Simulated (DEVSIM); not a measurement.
Structure: illuminated GaSb p-on-n cell, one wavelength, at 250 K.

| layer (left to right) | material | thickness (μm) | Nd (cm⁻³) | Na (cm⁻³) | τn (s) | τp (s) | absorption coefficient (cm⁻¹) |
|---|---|---|---|---|---|---|---|
| 1 | GaSb | 0.0520 | - | 6.4e17 | 4.2e-10 | 2.9e-8 | 34000 |
| 2 | GaSb | 5.90 | 3.6e16 | - | 4.2e-8 | 4.2e-8 | 34000 |

Left contact: ohmic, minority electron recombination velocity 30 cm/s. Right contact: ohmic, minority hole recombination velocity 6e6 cm/s. Voltage is applied to the left contact. Recombination: SRH at mid-gap, radiative, Auger. Light enters at the left, 9.8e16 photons cm⁻² s⁻¹, one pass, no reflection. Mobility is constant in doping.

The device is made up for the run: typed textbook-type constants, with dimensions and the other settings drawn at random. Values at 300 K; Nc and Nv go as T^1.5, mobilities as T to minus their exponent, the gap by Varshni's rule with the affinity fixed.

```tsv
parameter	GaSb
gap (eV)	0.726
affinity (eV)	4.06
permittivity	15.7
Nc (cm⁻³)	2.1e17
Nv (cm⁻³)	1.8e19
μn (cm²/Vs)	5000
μp (cm²/Vs)	850
T exponent of μn	2
T exponent of μp	1.7
B (cm³/s)	1e-10
Cn (cm⁶/s)	5e-30
Cp (cm⁶/s)	5e-30
Varshni α (eV/K)	0.00042
Varshni β (K)	140
```

Simulated with DEVSIM: 1D drift-diffusion, Boltzmann statistics, complete ionisation; no tunnelling, impact ionisation, image-force lowering or self-heating.

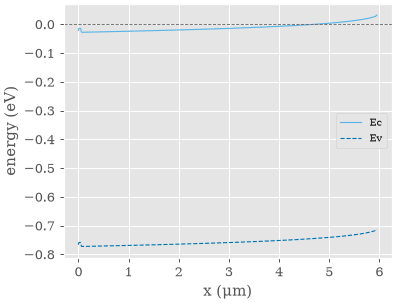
Fig. 1. Band edges at 0.7 V on the left contact, in the dark

Energies count from the Fermi level of the right contact; mesh points crowd at the junctions.

```json
[
 {"x (μm)": "0.000", "Ec (eV)": "-0.021", "Ev (eV)": "-0.766", "n (cm⁻³)": "3.8e17", "p (cm⁻³)": "6.4e17", "field (V/cm)": "16000"},
 {"x (μm)": "0.01313", "Ec (eV)": "-0.014", "Ev (eV)": "-0.759", "n (cm⁻³)": "2.7e17", "p (cm⁻³)": "9.0e17", "field (V/cm)": "770"},
 {"x (μm)": "0.02549", "Ec (eV)": "-0.014", "Ev (eV)": "-0.758", "n (cm⁻³)": "2.7e17", "p (cm⁻³)": "9.1e17", "field (V/cm)": "39"},
 {"x (μm)": "0.03837", "Ec (eV)": "-0.014", "Ev (eV)": "-0.759", "n (cm⁻³)": "2.7e17", "p (cm⁻³)": "9.0e17", "field (V/cm)": "-580"},
 {"x (μm)": "0.05513", "Ec (eV)": "-0.024", "Ev (eV)": "-0.769", "n (cm⁻³)": "4.4e17", "p (cm⁻³)": "5.5e17", "field (V/cm)": "-7600"},
 {"x (μm)": "0.07222", "Ec (eV)": "-0.028", "Ev (eV)": "-0.772", "n (cm⁻³)": "5.1e17", "p (cm⁻³)": "4.7e17", "field (V/cm)": "-120"},
 {"x (μm)": "0.1030", "Ec (eV)": "-0.027", "Ev (eV)": "-0.772", "n (cm⁻³)": "5.1e17", "p (cm⁻³)": "4.7e17", "field (V/cm)": "36"},
 {"x (μm)": "0.1774", "Ec (eV)": "-0.027", "Ev (eV)": "-0.772", "n (cm⁻³)": "5.0e17", "p (cm⁻³)": "4.6e17", "field (V/cm)": "37"},
 {"x (μm)": "0.2711", "Ec (eV)": "-0.027", "Ev (eV)": "-0.771", "n (cm⁻³)": "4.9e17", "p (cm⁻³)": "4.6e17", "field (V/cm)": "37"},
 {"x (μm)": "0.4395", "Ec (eV)": "-0.026", "Ev (eV)": "-0.771", "n (cm⁻³)": "4.8e17", "p (cm⁻³)": "4.4e17", "field (V/cm)": "38"},
 {"x (μm)": "0.6970", "Ec (eV)": "-0.025", "Ev (eV)": "-0.770", "n (cm⁻³)": "4.6e17", "p (cm⁻³)": "4.2e17", "field (V/cm)": "39"},
 {"x (μm)": "1.360", "Ec (eV)": "-0.022", "Ev (eV)": "-0.767", "n (cm⁻³)": "4.0e17", "p (cm⁻³)": "3.7e17", "field (V/cm)": "44"},
 {"x (μm)": "2.282", "Ec (eV)": "-0.018", "Ev (eV)": "-0.763", "n (cm⁻³)": "3.3e17", "p (cm⁻³)": "3.0e17", "field (V/cm)": "52"},
 {"x (μm)": "3.643", "Ec (eV)": "-0.010", "Ev (eV)": "-0.754", "n (cm⁻³)": "2.3e17", "p (cm⁻³)": "1.9e17", "field (V/cm)": "74"},
 {"x (μm)": "4.756", "Ec (eV)": "0.001", "Ev (eV)": "-0.744", "n (cm⁻³)": "1.4e17", "p (cm⁻³)": "1.1e17", "field (V/cm)": "120"},
 {"x (μm)": "5.255", "Ec (eV)": "0.008", "Ev (eV)": "-0.737", "n (cm⁻³)": "1.1e17", "p (cm⁻³)": "6.9e16", "field (V/cm)": "180"},
 {"x (μm)": "5.550", "Ec (eV)": "0.014", "Ev (eV)": "-0.730", "n (cm⁻³)": "8.0e16", "p (cm⁻³)": "4.4e16", "field (V/cm)": "250"},
 {"x (μm)": "5.714", "Ec (eV)": "0.019", "Ev (eV)": "-0.726", "n (cm⁻³)": "6.6e16", "p (cm⁻³)": "3.0e16", "field (V/cm)": "320"},
 {"x (μm)": "5.845", "Ec (eV)": "0.024", "Ev (eV)": "-0.721", "n (cm⁻³)": "5.3e16", "p (cm⁻³)": "1.7e16", "field (V/cm)": "450"},
 {"x (μm)": "5.898", "Ec (eV)": "0.026", "Ev (eV)": "-0.718", "n (cm⁻³)": "4.7e16", "p (cm⁻³)": "1.1e16", "field (V/cm)": "620"},
 {"x (μm)": "5.928", "Ec (eV)": "0.029", "Ev (eV)": "-0.716", "n (cm⁻³)": "4.2e16", "p (cm⁻³)": "8.0e15", "field (V/cm)": "1000"},
 {"x (μm)": "5.952", "Ec (eV)": "0.032", "Ev (eV)": "-0.713", "n (cm⁻³)": "3.6e16", "p (cm⁻³)": "5.8e15", "field (V/cm)": "2000"}
]
```
